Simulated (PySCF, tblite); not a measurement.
**C4H13AlO2Si: geometry, infrared bands and NMR shifts**

Aim: predict the infrared bands and NMR shifts of C4H13AlO2Si (`[SiH3][O][AlH2-][O+]1CCCC1`).

The runs use tblite 0.8.0 and PySCF 2.14.0, with density-fitted response routines of our own; the level of theory stands in each step. All values are computed, except where a source is named. Atoms count from 0, in the outputs and in this text.

## Step 1: The molecule as given

21 atoms, charge 0, multiplicity 1; geometry from: force field or distance geometry start.

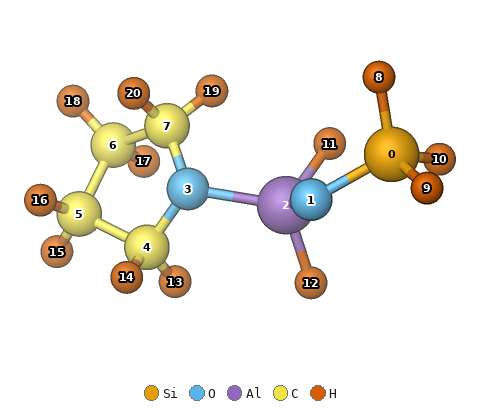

The starting geometry (silicon amber, oxygen blue, aluminium purple, carbon yellow, hydrogen orange), atoms numbered.

## Step 2: Relaxing the molecule with GFN2-xTB

What the job is given:

```
{"job": {"kind": "relax", "xc": "GFN2-xTB", "basis": "xTB"}, "charge": 0, "multiplicity": 1}
Si     3.861100     0.831600     0.129800
O      2.518800     0.165800     0.946500
Al     1.246300    -0.508100    -0.183900
O     -0.365800    -0.032800     0.504500
C     -1.171400    -1.087900     0.903900
C     -2.613300    -0.602500     0.752300
C     -2.463000     0.265400    -0.485900
C     -1.082700     0.865100    -0.221200
H      3.742000     2.296400    -0.003600
H      5.047200     0.599300     0.965700
H      4.043000     0.213900    -1.180600
H      1.456500     0.137800    -1.625900
H      1.490800    -2.062000    -0.271200
H     -1.054700    -2.005100     0.300700
H     -1.006200    -1.225200     1.989000
H     -3.288700    -1.454300     0.624700
H     -2.836800     0.017400     1.646300
H     -2.414700    -0.414900    -1.366500
H     -3.234000     1.045000    -0.557000
H     -0.598300     1.215300    -1.141400
H     -1.285000     1.756600     0.428100
```

The run is started by

```
$ OMP_NUM_THREADS=1 python probes_run.py task.json out
```

This one command runs all jobs of the session in turn.

What it wrote:

```text
step      E/eV     max force
  0    -714.25933    3.453
  1    -714.70728    2.224
  2    -714.92796    0.973
  3    -714.99960    0.822
  4    -715.08113    0.689
  5    -715.11433    0.444
  6    -715.13782    0.356
  7    -715.15932    0.363
  8    -715.17449    0.379
  9    -715.18805    0.286
 10    -715.20143    0.326
 11    -715.21712    0.419
 12    -715.23772    0.496
 13    -715.26208    0.442
 14    -715.28588    0.373
 15    -715.30677    0.334
 16    -715.32468    0.431
 17    -715.34284    0.480
 18    -715.36398    0.439
 19    -715.38714    0.358
 20    -715.41323    0.422
 21    -715.44031    0.440
 22    -715.46435    0.440
 23    -715.48540    0.438
 24    -715.50623    0.415
 25    -715.52626    0.390
 26    -715.53340    0.389
 27    -715.55157    0.254
 28    -715.55775    0.173
 29    -715.56447    0.148
 30    -715.56765    0.155
 31    -715.57490    0.170
 32    -715.58048    0.200
 33    -715.58566    0.148
 34    -715.58898    0.136
 35    -715.59236    0.166
 36    -715.59635    0.254
 37    -715.60125    0.273
 38    -715.60617    0.193
 39    -715.61035    0.147
 40    -715.61392    0.142
 41    -715.61787    0.219
 42    -715.62211    0.208
 43    -715.62540    0.130
 44    -715.62780    0.107
 45    -715.63042    0.150
 46    -715.63372    0.227
 47    -715.63715    0.252
 48    -715.64058    0.161
 49    -715.64380    0.119
 50    -715.64703    0.130
 51    -715.65041    0.161
 52    -715.65469    0.168
 53    -715.65817    0.125
 54    -715.66142    0.114
 55    -715.66466    0.159
 56    -715.66789    0.148
 57    -715.67054    0.119
 58    -715.67257    0.094
 59    -715.67442    0.095
 60    -715.67640    0.096
 61    -715.67839    0.131
 62    -715.68031    0.135
 63    -715.68226    0.096
 64    -715.68439    0.118
 65    -715.68677    0.125
 66    -715.68934    0.149
 67    -715.69164    0.138
 68    -715.69329    0.077
 69    -715.69444    0.071
 70    -715.69547    0.064
 71    -715.69658    0.089
 72    -715.69759    0.070
 73    -715.69827    0.064
 74    -715.69872    0.069
 75    -715.69925    0.062
 76    -715.70019    0.062
 77    -715.70098    0.066
 78    -715.70152    0.047
 79    -715.70191    0.046
 80    -715.70229    0.045
 81    -715.70273    0.045
 82    -715.70319    0.049
 83    -715.70365    0.061
 84    -715.70412    0.059
 85    -715.70453    0.048
 86    -715.70484    0.038
 87    -715.70512    0.039
 88    -715.70542    0.045
 89    -715.70573    0.044
 90    -715.70597    0.038
 91    -715.70612    0.028
 92    -715.70625    0.028
 93    -715.70639    0.025
 94    -715.70652    0.026
 95    -715.70664    0.026
 96    -715.70674    0.027
 97    -715.70688    0.031
 98    -715.70708    0.037
 99    -715.70731    0.044
100    -715.70754    0.042
101    -715.70778    0.045
102    -715.70811    0.051
103    -715.70861    0.053
104    -715.70922    0.064
105    -715.70975    0.056
106    -715.71012    0.042
107    -715.71045    0.039
108    -715.71080    0.048
109    -715.71119    0.049
110    -715.71153    0.040
111    -715.71177    0.035
112    -715.71190    0.034
113    -715.71210    0.030
114    -715.71227    0.037
115    -715.71247    0.049
116    -715.71268    0.042
117    -715.71288    0.030
118    -715.71307    0.029
119    -715.71328    0.030
120    -715.71348    0.036
121    -715.71369    0.037
122    -715.71389    0.027
123    -715.71409    0.035
124    -715.71434    0.039
125    -715.71462    0.036
126    -715.71488    0.032
127    -715.71514    0.034
128    -715.71540    0.039
129    -715.71568    0.040
130    -715.71586    0.050
131    -715.71614    0.028
132    -715.71636    0.028
133    -715.71656    0.028
134    -715.71673    0.029
135    -715.71687    0.026
136    -715.71699    0.024
137    -715.71709    0.026
138    -715.71719    0.028
139    -715.71729    0.027
140    -715.71739    0.030
141    -715.71747    0.022
142    -715.71754    0.023
143    -715.71761    0.022
144    -715.71768    0.037
145    -715.71777    0.038
146    -715.71789    0.024
147    -715.71798    0.022
148    -715.71805    0.025
149    -715.71814    0.031
150    -715.71824    0.028
151    -715.71835    0.025
152    -715.71846    0.030
153    -715.71857    0.041
154    -715.71871    0.049
155    -715.71890    0.033
156    -715.71926    0.036
157    -715.71944    0.054
158    -715.71948    0.081
159    -715.72002    0.055
160    -715.72039    0.043
161    -715.71504    0.307
162    -715.72086    0.035
163    -715.72107    0.026
164    -715.71863    0.220
165    -715.72137    0.023
166    -715.72156    0.017
167    -715.72062    0.150
168    -715.72181    0.019
169    -715.72194    0.020
170    -715.72196    0.082
171    -715.72221    0.023
172    -715.72231    0.025
173    -715.72269    0.062
174    -715.72291    0.023
175    -715.72311    0.030
176    -715.72331    0.037
177    -715.72355    0.033
178    -715.72390    0.039
179    -715.72430    0.047
180    -715.72404    0.098
181    -715.72494    0.069
182    -715.72541    0.070
183    -715.72597    0.051
184    -715.72644    0.103
185    -715.72714    0.062
186    -715.72794    0.060
187    -715.72819    0.176
188    -715.73092    0.083
189    -715.73248    0.072
190    -715.72832    0.248
191    -715.73441    0.063
192    -715.73554    0.061
193    -715.73417    0.228
194    -715.73839    0.048
195    -715.73941    0.049
196    -715.74077    0.117
197    -715.74177    0.053
198    -715.74245    0.040
199    -715.74354    0.054
200    -715.74414    0.054
201    -715.74476    0.062
202    -715.74539    0.042
203    -715.74571    0.045
204    -715.74598    0.036
205    -715.74620    0.035
206    -715.74640    0.034
207    -715.74661    0.033
208    -715.74679    0.031
209    -715.74701    0.029
210    -715.74726    0.023
211    -715.74743    0.026
212    -715.74762    0.029
213    -715.74782    0.032
214    -715.74807    0.038
215    -715.74840    0.041
216    -715.74885    0.044
217    -715.74935    0.060
218    -715.74980    0.069
219    -715.75022    0.061
220    -715.75075    0.045
221    -715.75142    0.047
222    -715.75213    0.047
223    -715.75271    0.054
224    -715.75313    0.039
225    -715.75342    0.027
226    -715.75362    0.029
227    -715.75377    0.028
228    -715.75393    0.026
229    -715.75406    0.022
230    -715.75415    0.016
231    -715.75421    0.019
232    -715.75426    0.020
233    -715.75433    0.022
234    -715.75441    0.020
235    -715.75449    0.018
236    -715.75456    0.016
237    -715.75463    0.017
238    -715.75471    0.019
239    -715.75480    0.022
240    -715.75488    0.016
241    -715.75494    0.018
242    -715.75500    0.018
243    -715.75506    0.018
244    -715.75513    0.016
245    -715.75519    0.015
246    -715.75523    0.013
247    -715.75526    0.011
248    -715.75529    0.012
249    -715.75532    0.013
250    -715.75534    0.014
251    -715.75537    0.014
252    -715.75540    0.011
253    -715.75544    0.013
254    -715.75548    0.016
255    -715.75553    0.016
256    -715.75558    0.012
257    -715.75562    0.013
258    -715.75566    0.016
259    -715.75572    0.020
260    -715.75579    0.024
261    -715.75588    0.024
262    -715.75598    0.019
263    -715.75607    0.020
264    -715.75614    0.023
265    -715.75621    0.024
266    -715.75628    0.021
267    -715.75636    0.023
268    -715.75646    0.028
269    -715.75656    0.025
270    -715.75665    0.029
271    -715.75675    0.029
272    -715.75685    0.025
273    -715.75697    0.027
274    -715.75708    0.020
275    -715.75720    0.025
276    -715.75729    0.027
277    -715.75740    0.023
278    -715.75747    0.021
279    -715.75754    0.024
280    -715.75759    0.017
281    -715.75762    0.015
282    -715.75766    0.012
283    -715.75769    0.015
284    -715.75773    0.017
285    -715.75776    0.014
286    -715.75778    0.012
287    -715.75780    0.012
288    -715.75782    0.011
289    -715.75783    0.008
```

It took 4.5 s on 1 thread of Arm Neoverse N1, shared host.

The steps of the relaxation: (not every step is listed)

```csv
step,energy from step 0 (eV),largest force (eV/Å)
0,0.0000,3.4526
1,-0.4479,2.2238
2,-0.6686,0.9733
3,-0.7403,0.8219
4,-0.8218,0.6888
5,-0.8550,0.4438
6,-0.8785,0.3564
7,-0.9000,0.3629
8,-0.9152,0.3792
35,-1.3330,0.1664
62,-1.4210,0.1352
89,-1.4464,0.0445
116,-1.4534,0.0418
143,-1.4583,0.0220
170,-1.4626,0.0821
197,-1.4824,0.0525
224,-1.4938,0.0388
251,-1.4960,0.0136
278,-1.4981,0.0214
284,-1.4984,0.0167
285,-1.4984,0.0140
286,-1.4985,0.0117
287,-1.4985,0.0115
288,-1.4985,0.0113
289,-1.4985,0.0077
```

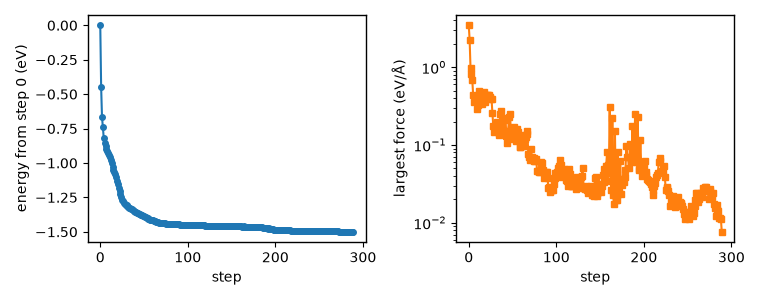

Energy and force, step by step.

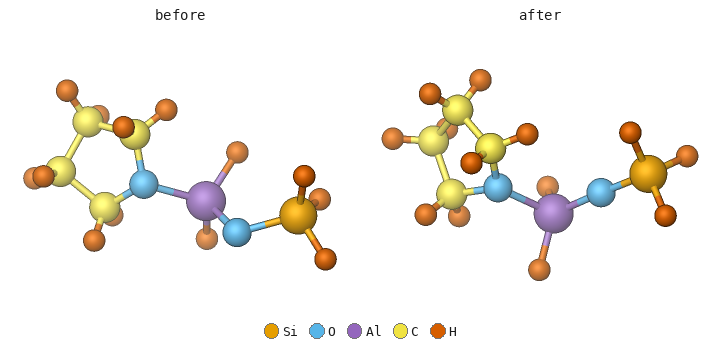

Before and after, at one scale.

Distances of close pairs at the start and the end, largest changes first:

```csv
bond,before (Å),after (Å),change (Å)
O1–Al2,1.831,1.695,-0.136
Si0–O1,1.706,1.617,-0.089
Al2–O3,1.816,1.876,+0.060
O3–C7,1.359,1.415,+0.056
Al2–H11,1.594,1.563,-0.031
O3–C4,1.386,1.413,+0.026
C6–H17,1.114,1.088,-0.026
C7–H20,1.121,1.098,-0.024
```

The end geometry stands in the next job.

## Step 3: Vibrational analysis with GFN2-xTB

What the job is given:

```
{"job": {"kind": "ir", "xc": "GFN2-xTB", "basis": "xTB"}, "charge": 0, "multiplicity": 1}
Si     3.434774     1.148085    -0.496160
O      2.356252    -0.025859    -0.224393
Al     1.280520    -1.311157     0.026229
O     -0.219732    -0.405938     0.696714
C     -1.369108    -1.208993     0.868163
C     -2.401666    -0.601914    -0.082469
C     -1.972912     0.875279    -0.180497
C     -0.675854     0.932580     0.638148
H      2.690446     2.418831    -0.525609
H      4.399168     1.149032     0.603726
H      4.074150     0.898556    -1.787889
H      0.672624    -1.951763    -1.263013
H      1.528008    -2.232353     1.256513
H     -1.087222    -2.232852     0.623665
H     -1.702396    -1.156020     1.911665
H     -2.333074    -1.083687    -1.056485
H     -3.415585    -0.719440     0.294579
H     -1.785128     1.152921    -1.215757
H     -2.724897     1.549233     0.226139
H      0.112055     1.531546     0.183553
H     -0.869343     1.290856     1.657411
```

What it wrote:

```text
mode    cm-1     km/mol
  1      -6.7      0.15
  2      34.0      0.71
  3      43.6      0.41
  4      64.8      0.59
  5      75.1      2.58
  6     136.5      0.37
  7     160.4      0.32
  8     195.8      2.52
  9     286.5      0.92
 10     347.7     17.95
 11     463.6     72.25
 12     493.6      9.94
 13     505.5      2.91
 14     615.8     76.96
 15     627.0     68.98
 16     636.8      1.08
 17     660.9      2.83
 18     705.3    655.82
 19     777.7    260.47
 20     790.0    231.74
 21     814.8    614.53
 22     822.6      6.15
 23     833.3    113.32
 24     871.1      2.23
 25     958.4     18.99
 26     966.0     72.11
 27     987.3      4.88
 28     993.4      1.94
 29    1045.4    450.84
 30    1097.2      6.72
 31    1103.3     32.38
 32    1111.7      3.81
 33    1172.9      3.69
 34    1180.5      3.83
 35    1206.6      2.69
 36    1227.4     11.81
 37    1284.7      3.14
 38    1286.0      1.02
 39    1309.8      1.21
 40    1315.8      4.15
 41    1453.6      0.13
 42    1463.1      1.26
 43    1471.6      2.99
 44    1492.9      4.61
 45    1690.0    439.61
 46    1738.1    140.21
 47    2155.2    389.64
 48    2242.6    441.84
 49    2256.7    167.49
 50    2910.2     27.42
 51    2917.1     39.02
 52    3000.1      7.94
 53    3010.2      0.99
 54    3015.5      1.23
 55    3022.7     23.66
 56    3028.6     39.11
 57    3030.9     16.98
```

Wall time 1.7 s (1 thread of Arm Neoverse N1, shared host).

Which atoms move in the most intense modes:

```csv
cm⁻¹,km/mol,atoms
705,655.8,"H11 45 %, H12 35 %, Al2 13 %"
778,260.5,"H9 47 %, H10 46 %"
790,231.7,"H8 61 %, H10 17 %, H9 16 %"
815,614.5,"H11 36 %, H12 35 %"
1045,450.8,"O1 76 %, Si0 15 %"
1690,439.6,"H11 79 %, H12 17 %"
2155,389.6,H8 95 %
2243,441.8,"H9 49 %, H10 46 %"
```

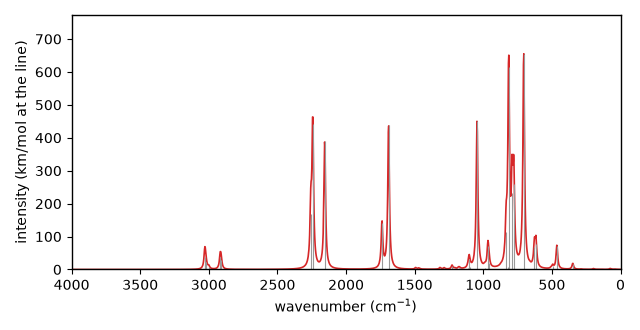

The infrared spectrum from these modes, unscaled. Lines are broadened to a width of 14 cm⁻¹ (Lorentzian).

## Step 4: Shielding tensors: PBE0/pcSseg-1

Settings changed since step 3:

```diff
@@ -1,2 +1,2 @@
-{"job": {"kind": "ir", "xc": "GFN2-xTB", "basis": "xTB"}, "charge": 0, "multiplicity": 1}
+{"job": {"kind": "nmr", "xc": "PBE0", "basis": "pcSseg-1"}, "charge": 0, "multiplicity": 1}
 Si     3.434774     1.148085    -0.496160
```

Level: GIAO PBE0/pcSseg-1 NMR shielding, non-relativistic, gas phase.

What it wrote:

```text
coarse grid: 17824 points
cycle   1  E = -841.8234925076  dE =  8.800e-01  |g| = 9.290e-01  |ddm| = 4.018e+00
cycle   2  E = -841.4745242773  dE =  3.490e-01  |g| = 1.614e+00  |ddm| = 2.150e+00
cycle   3  E = -841.9790651218  dE = -5.045e-01  |g| = 1.372e-01  |ddm| = 1.645e+00
cycle   4  E = -841.9818373290  dE = -2.772e-03  |g| = 7.633e-02  |ddm| = 1.408e-01
cycle   5  E = -841.9828749461  dE = -1.038e-03  |g| = 1.544e-02  |ddm| = 5.255e-02
cycle   6  E = -841.9829114632  dE = -3.652e-05  |g| = 5.219e-03  |ddm| = 1.314e-02
cycle   7  E = -841.9829171782  dE = -5.715e-06  |g| = 7.519e-04  |ddm| = 4.219e-03
final grid: 160904 points
cycle   8  E = -842.0508566197  dE = -3.528e-05  |g| = 1.342e-02  |ddm| = 2.937e-02
cycle   9  E = -842.0508198145  dE =  3.681e-05  |g| = 1.967e-02  |ddm| = 2.005e-02
cycle  10  E = -842.0508899821  dE = -7.017e-05  |g| = 1.462e-03  |ddm| = 1.242e-02
cycle  11  E = -842.0508904404  dE = -4.583e-07  |g| = 2.772e-04  |ddm| = 1.391e-03
cycle  12  E = -842.0508904540  dE = -1.355e-08  |g| = 9.263e-05  |ddm| = 2.496e-04
cycle  13  E = -842.0508904552  dE = -1.259e-09  |g| = 4.176e-05  |ddm| = 9.355e-05
cycle  14  E = -842.0508904556  dE = -3.190e-10  |g| = 4.505e-06  |ddm| = 3.112e-05
converged SCF energy = -842.0508904556

GIAO shielding tensors (ppm)
atom      isotropic    diamagn.    paramagn.     s11        s22        s33       span
  0 Si     397.804     880.121    -482.317    355.835    361.146    476.430    120.595
  1 O      311.791     398.913     -87.122    257.040    312.941    365.392    108.352
  2 Al     448.179     797.289    -349.110    400.140    451.149    493.249     93.110
  3 O      277.195     404.264    -127.069    195.138    294.971    341.477    146.339
  4 C      118.503     245.065    -126.562     73.692    113.866    167.949     94.257
  5 C      161.008     251.583     -90.575    133.518    172.698    176.809     43.292
  6 C      160.624     251.889     -91.265    130.712    174.231    176.930     46.218
  7 C      116.684     245.989    -129.305     71.195    108.013    170.844     99.649
  8 H       26.398      30.558      -4.160     22.389     25.827     30.979      8.590
  9 H       26.395      28.467      -2.072     22.969     24.390     31.825      8.856
 10 H       26.390      28.577      -2.187     22.915     24.438     31.817      8.902
 11 H       27.954      32.269      -4.315     24.221     27.030     32.611      8.390
 12 H       27.821      31.216      -3.395     23.972     26.150     33.340      9.369
 13 H       27.030      30.143      -3.113     22.036     26.429     32.625     10.589
 14 H       28.178      29.687      -1.509     22.489     26.815     35.231     12.742
 15 H       29.561      30.879      -1.318     25.104     27.002     36.577     11.473
 16 H       29.823      28.850       0.973     24.982     26.998     37.489     12.507
 17 H       29.529      31.857      -2.327     24.920     27.240     36.429     11.509
 18 H       29.740      29.933      -0.193     24.888     27.145     37.187     12.299
 19 H       26.763      32.665      -5.902     21.089     27.276     31.925     10.836
 20 H       27.924      30.983      -3.058     22.517     26.720     34.537     12.020
```

Run time: 81 s. Hardware: 1 thread of Arm Neoverse N1, shared host; peak memory 0.89 GiB.

Shifts follow as δ = σ(reference) − σ, with reference shieldings (ppm) from runs at the same level and on the same kind of geometry: ¹H TMS 31.72, ¹³C TMS 186.9, ²⁹Si TMS 349.2, ¹⁷O H2O 336.1, ²⁷Al AlH4- 490.0. The references are single molecules in the gas phase, so shifts against H2O, NH3, PH3, H3PO4 or CFCl3 are not on the usual liquid scales and can be off by tens of ppm. Shifts against hydride references such as AlH4− lie on their own scale. Atoms listed in one row are averaged.

```csv
atoms,environment,σ (ppm),δ (ppm)
"C4, C7",sp3 CH2 bonded to O,117.6,69.3
"C5, C6",sp3 CH2 in a ring,160.8,26.1
"H8, H9, H10",hydrogen on a silicon bonded to O,26.39,5.32
"H13, H14, H19, H20",hydrogen on an sp3 CH2 bonded to O,27.47,4.24
"H11, H12",hydrogen on an aluminium bonded to 2 O,27.89,3.83
"H15, H16, H17, H18",hydrogen on an sp3 CH2 in a ring,29.66,2.05
Si0,"silicon bonded to O, 3 H",397.8,-48.6
O3,donor oxygen of a Lewis adduct,277.2,58.9
O1,"oxygen bonded to Al, Si",311.8,24.3
Al2,"aluminium bonded to 2 O, 2 H",448.2,41.8
```

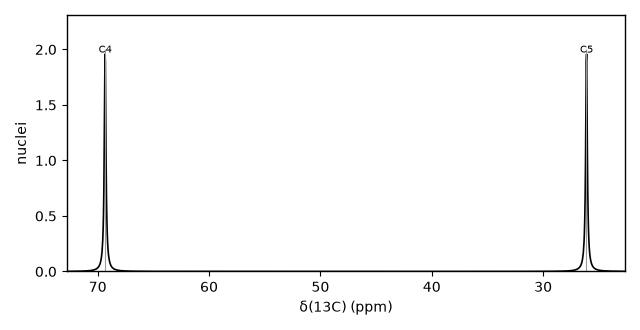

¹³C lines at the computed shifts, without couplings. Lines are broadened to a width of 0.17 ppm (Lorentzian).

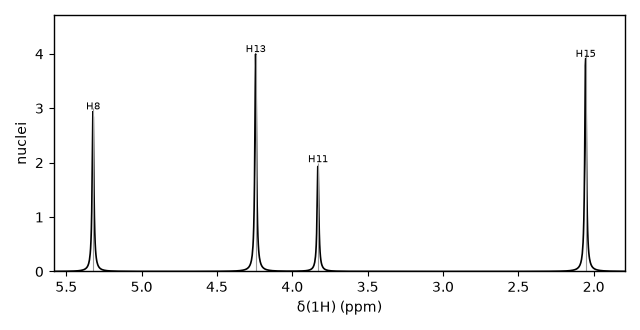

¹H lines at the computed shifts, without couplings. Lines are broadened to a width of 0.01 ppm (Lorentzian).

The run also stored atomic charges by several schemes (e):

```csv
atoms,Mulliken,IAO,Hirshfeld,ESP fit
Si0,0.74,0.89,0.37,0.59
O1,-0.81,-0.92,-0.39,-0.54
Al2,0.98,0.81,0.38,0.84
O3,-0.64,-0.33,-0.04,-0.29
"C4, C7",0.07,-0.06,0.03,0.11
"C5, C6",-0.26,-0.28,-0.06,-0.06
```

Mulliken charges:

Si0 0.74; O1 -0.81; Al2 0.98; O3 -0.64; C4 0.05; C5 -0.25; C6 -0.27; C7 0.09; H8 -0.17; H9 -0.14; H10 -0.14; H11 -0.31; H12 -0.30; H13 0.17; H14 0.14; H15 0.15; H16 0.14; H17 0.15; H18 0.14; H19 0.16; H20 0.13

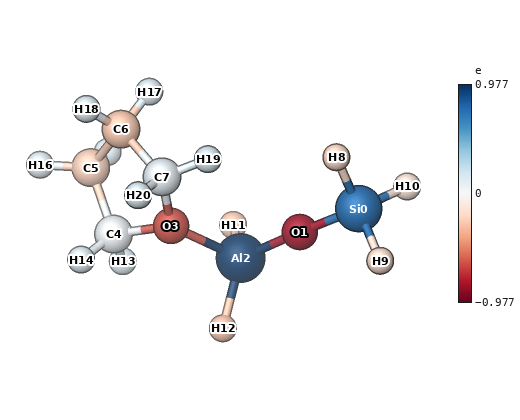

Mulliken charges, as colours on the atoms.

Mayer bond orders: Si0–O1 1.02, O1–Al2 0.79, Al2–O3 0.30, O3–C4 0.81, C4–C5 1.04, C5–C6 1.03, C6–C7 1.04, C7–O3 0.81.

Ring of atoms O3, C4, C5, C6, C7: NICS(0) -8.2, NICS(1) -3.8, NICS(1)zz -6.3 ppm (means of both faces).

## Step 5: Results

| quantity | value |
| --- | --- |
| strongest single infrared mode (GFN2-xTB) | 705 cm⁻¹, 656 km/mol |
| zero-point energy (GFN2-xTB) | 98.8 kcal/mol |
| ¹³C shifts against TMS (PBE0/pcSseg-1, means over atoms taken as alike) | 69.3, 26.1 ppm |
| ¹H shifts against TMS (PBE0/pcSseg-1, means over atoms taken as alike) | 5.32, 4.24, 3.83, 2.05 ppm |
| ²⁹Si shifts against TMS (PBE0/pcSseg-1) | -48.6 ppm |
| ¹⁷O shifts against H2O (PBE0/pcSseg-1) | 58.9, 24.3 ppm |
| ²⁷Al shifts against AlH4- (PBE0/pcSseg-1) | 41.8 ppm |

What this shows: Over 289 steps the energy fell by 1.499 eV; of the close pairs, O1–Al2 changed most, 1.831 to 1.695 Å. The lowest mode is slightly imaginary (7i cm⁻¹), a soft motion within the noise of the Hessian, so the minimum is not strictly shown. The strongest single mode, at 705 cm⁻¹, moves mainly H11 and H12. Unscaled tight-binding wavenumbers are off by several per cent, some by more. Its intensities can rank the bands wrongly. C4, C7 (mean) (sp3 CH2 bonded to O) lies farthest downfield among carbon, at 69.3 ppm; pulled downfield by the heteroatom. At PBE0/pcSseg-1: The widest tensor belongs to O3: span 146 ppm, with a paramagnetic part of -127 ppm.
